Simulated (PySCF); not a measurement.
# C₃H₅Cl₂NSi: what the fields show

Input

```
{"job": {"kind": "nmr", "xc": "PBE0", "basis": "pcSseg-1"}, "charge": 0, "multiplicity": 1}
N      1.982227     2.079610    -0.613572
C      1.728707     1.020956    -0.263455
C      1.381588    -0.300597     0.161961
Si    -0.347112    -0.801405    -0.501164
Cl    -0.780923    -2.637740     0.184442
C     -1.602021     0.475394     0.176922
Cl    -1.478337     0.536530     1.963348
H      1.383838    -0.320148     1.254625
H      2.148473    -0.992852    -0.189681
H     -0.381473    -0.764826    -1.961801
H     -1.399661     1.481353    -0.182871
H     -2.634107     0.223039    -0.054782
```

Command:

```sh
OMP_NUM_THREADS=1 python probes_run.py task.json out
```

Geometry: GFN2-xTB.

All numbers below come from PySCF 2.14.0, PBE0/pcSseg-1, SCF density, gas phase, non-relativistic.

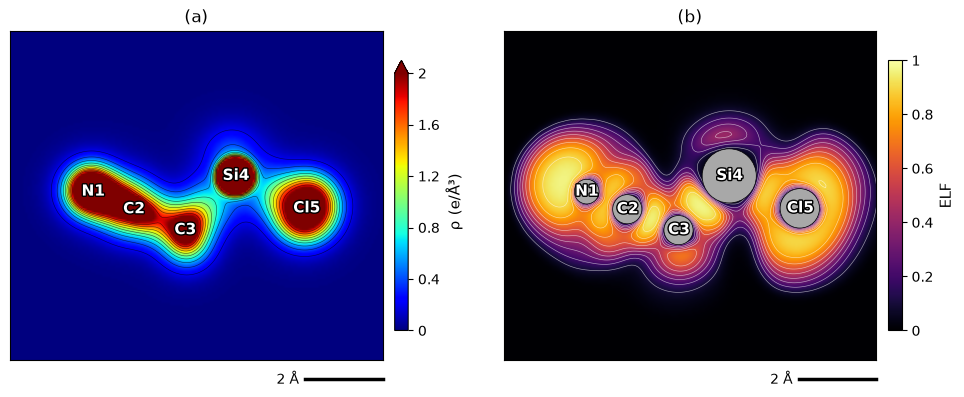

Figure 1. (a) electron density; (b) electron localisation function on the plane of atoms C3, Si4 and Cl5. Grey discs cover the atomic cores in the ELF map.

Q: What does the map show?

A:
- The plane passes through N, C, Si and Cl nuclei.
- C–N (1.14 Å): ρ is about 3.6 e/Å³ halfway; the ELF peaks at about 0.85 between the atoms: a multiple bond.
- C–C (1.43 Å): ρ at the midpoint is about 1.8 e/Å³; the ELF peaks at about 0.95 between the atoms, as expected for localised, covalent bonding.
- C–Si (1.92 Å): the density is about 0.9 e/Å³ at the midpoint; the ELF peaks at about 0.95 between the atoms: a covalent bond.
- Si–Cl (2.01 Å): the density is about 0.98 e/Å³ at the midpoint; the ELF peaks at about 0.90 between the atoms; a polar covalent bond.
- The ELF also peaks beside Cl5 and N1, away from the bonds: lone-pair regions.

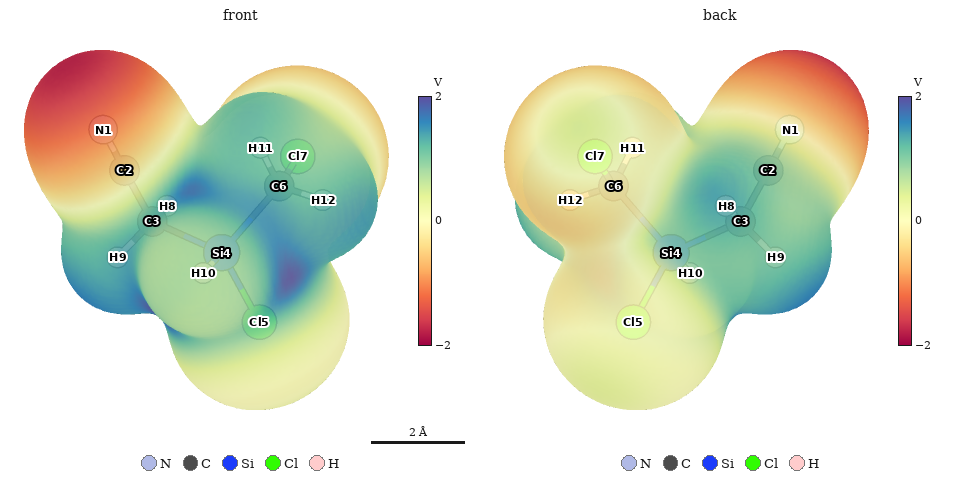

Figure 2. The electrostatic potential painted on the density surface at 0.002 e/bohr³, seen from the front and from behind; red is negative and blue positive.

Q: Where is the surface potential most negative and most positive?

A: The most negative region (about −1.8 V) lies over N1, the most positive (about +1.9 V) over Si4. Cl7 shows a σ-hole: about +0.4 V at the tip opposite its bond, against about −0.1 V on its flanks. N1 is the likeliest acceptor of a hydrogen bond.
